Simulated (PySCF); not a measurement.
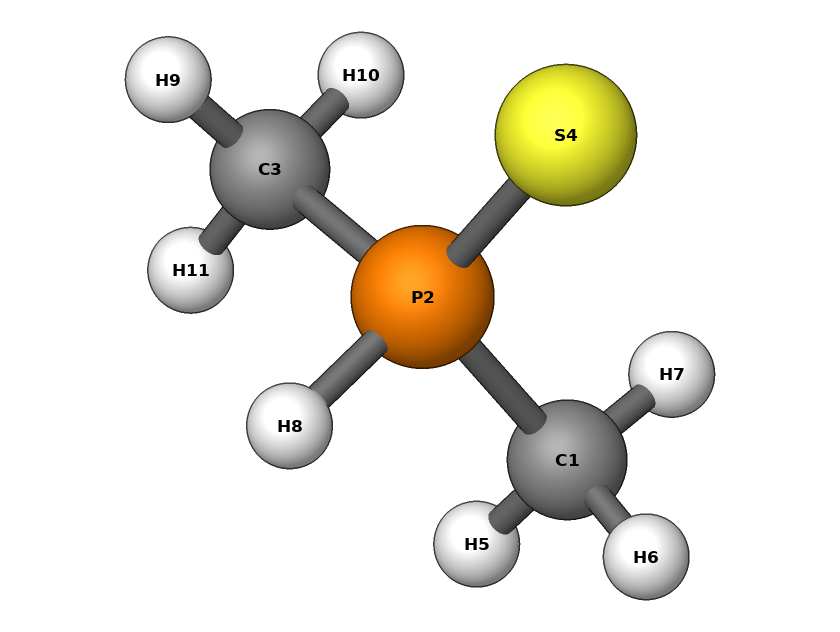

The computed structure is the end point of a PBE0-D3(BJ)/def2-TZVP optimisation. No frequency run is at hand to confirm it as a minimum. Level of theory: GIAO B97-2/pcSseg-2 NMR shielding, non-relativistic, gas phase (PySCF 2.14.0). Principal shieldings σ11 ≤ σ22 ≤ σ33, span Ω = σ33 − σ11, skew κ = 3(σiso − σ22)/Ω.

Give the shielding tensors of the C atoms.

```tsv
atom	σ11	σ22	σ33	σiso	Ω	κ
C1	145.7	154.9	188.5	163.0	42.8	0.57
C3	145.1	155.4	188.4	162.9	43.3	0.53
```

Shieldings and span in ppm.
